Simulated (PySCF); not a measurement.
C$_{2}$H$_{8}$BSi (SMILES CBC[SiH2-]) (charge −1)

```
atom    x (Å)    y (Å)    z (Å)
   C  -1.4521   0.6415  -0.3032
   B  -0.2291  -0.3796  -0.5481
   C   0.4219  -1.1115   0.6240
  Si   1.7180   0.2858   0.3878
   H  -2.4122   0.1542  -0.5128
   H  -1.4975   0.9979   0.7283
   H  -1.4092   1.5251  -0.9474
   H  -0.0485  -0.7683  -1.6648
   H   0.8972  -2.0789   0.4839
   H  -0.0062  -1.0570   1.6216
   H   2.6251   0.1912  -0.7108
   H   1.3928   1.5997   0.8416
```

Geometry: GFN2-xTB; a saddle point, not a minimum.

These are results of PySCF 2.14.0, PBE0/pcSseg-1, SCF density, in a dimethylsulfoxide solvent model, non-relativistic, not measurements.

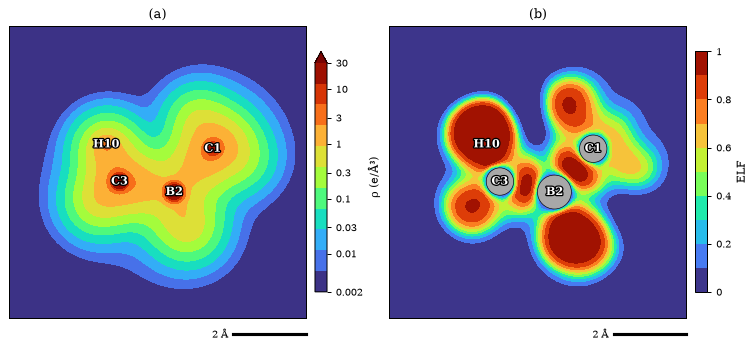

Figure 1. (a) electron density; (b) ELF on the plane of atoms B2, C3 and H10. Grey discs cover the atomic cores in the ELF map.

Question: Describe what can be read from this map.

Answer: The plane passes through C, B and H nuclei.
C–B (1.53 Å): ρ at the midpoint is about 1.4 e/Å³; the ELF peaks at about 0.95 between the atoms; localised, covalent bonding.
C–H (1.09 Å): ρ at the midpoint is about 1.9 e/Å³; the ELF climbs to about 1 towards the hydrogen, as it does in any bond to H (a covalent bond by its length).
C–B (1.61 Å): the density is about 1.3 e/Å³ at the midpoint; the ELF peaks at about 1 between the atoms: a shared electron pair.

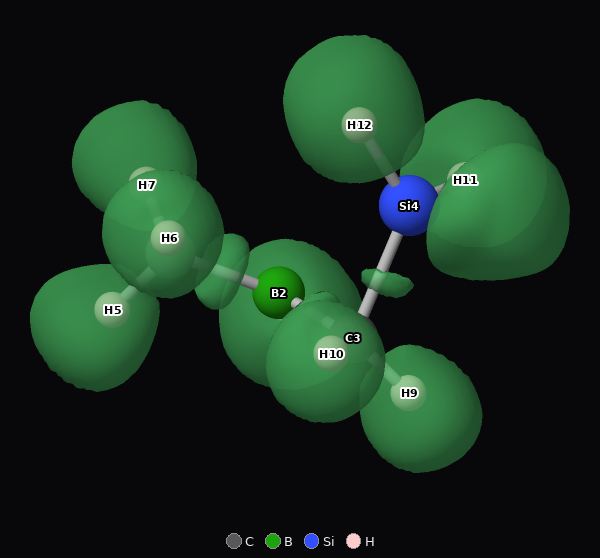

Figure 2. Isosurface of the electron localisation function at 0.85 (green), seen across its widest extent. Only the valence region is drawn (cores and ρ < 0.01 e/Å³ removed).

Question: What do the ELF domains correspond to?

Answer: The ELF exceeds this value in two regions between bonded B–C atoms (shared pairs), one region between bonded C–Si atoms (shared pairs), eight regions around hydrogen nuclei and one lobe on Si, pointing away from the bonds (lone pairs). Profiles from the grid: C–Si (1.92 Å): the ELF peaks at about 0.90 between the atoms (a covalent bond).
